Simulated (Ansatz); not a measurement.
One crystal and one scan (scan of one atom of the cell) at two levels, PBE (plane waves to 420 eV, PAW, scalar-relativistic; Ansatz, a quantum-chemistry and plane-wave program) and r2SCAN (plane waves to 500 eV, PAW, scalar-relativistic; Ansatz), each from its own relaxed cell and on its own mesh. The cell shown is that of PBE.

CsPbCl₃ (cubic perovskite)

```yaml
crystal:
  lattice:
    - [5.73565, 0.00000, 0.00000]
    - [0.00000, 5.73565, 0.00000]
    - [0.00000, 0.00000, 5.73565]
  atoms:
    - { symbol: Cs, position: [0.00000, 0.00000, 0.00000] }
    - { symbol: Pb, position: [0.50000, 0.50000, 0.50000] }
    - { symbol: Cl, position: [0.00000, 0.50000, 0.50000] }
    - { symbol: Cl, position: [0.50000, 0.50000, 0.00000] }
    - { symbol: Cl, position: [0.50000, 0.00000, 0.50000] }
```

In this cell atom 1 (Cs, nearest neighbour Cl at 4.056 Å; its periodic images, 5.7 Å or more away, move with it) is moved by s along Cartesian x, unit vector (1.000, 0.000, 0.000); all other atoms and the cell stay fixed.

The energy includes the smearing's −TS. CsPbCl3 was relaxed with its symmetry unable to fall. Spin-orbit coupling is left out, though Pb is heavy. The PAW data are Ansatz's earlier set. This is a high-temperature form of CsPbCl3. Percentages come from the unrounded values.

```
quantity                                                            PBE  r2SCAN     PBE − r2SCAN
----------------------------------------------------------------  -----  ------  ---------------
Lattice constant a (Å)                                            5.736   5.674  +0.062 (+1.1 %)
Band gap of the relaxed cell, no spin-orbit coupling (eV)          2.22    2.47    -0.25 (-10 %)
Force constant k = d²E/ds² at s = 0 (finite differences) (eV/Å²)   0.08    0.15            -0.07
```

PBE gives the higher value for: lattice constant a. PBE gives the lower value for: band gap of the relaxed cell, no spin-orbit coupling; force constant k = d²E/ds² at s = 0. Both give the same shape of the curve: a single well with its minimum at or next to zero displacement. Neither level is exact: the differences show how much the result hangs on the functional.

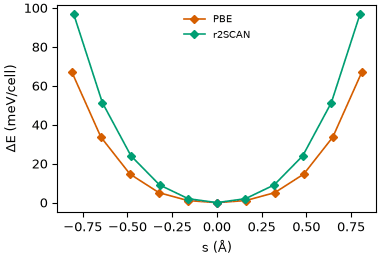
ΔE, each from the undisplaced structure of its own level.

(For displaced atoms, the force is minus the slope of the energy, and its curvature is a force constant, which sets phonon frequencies.)
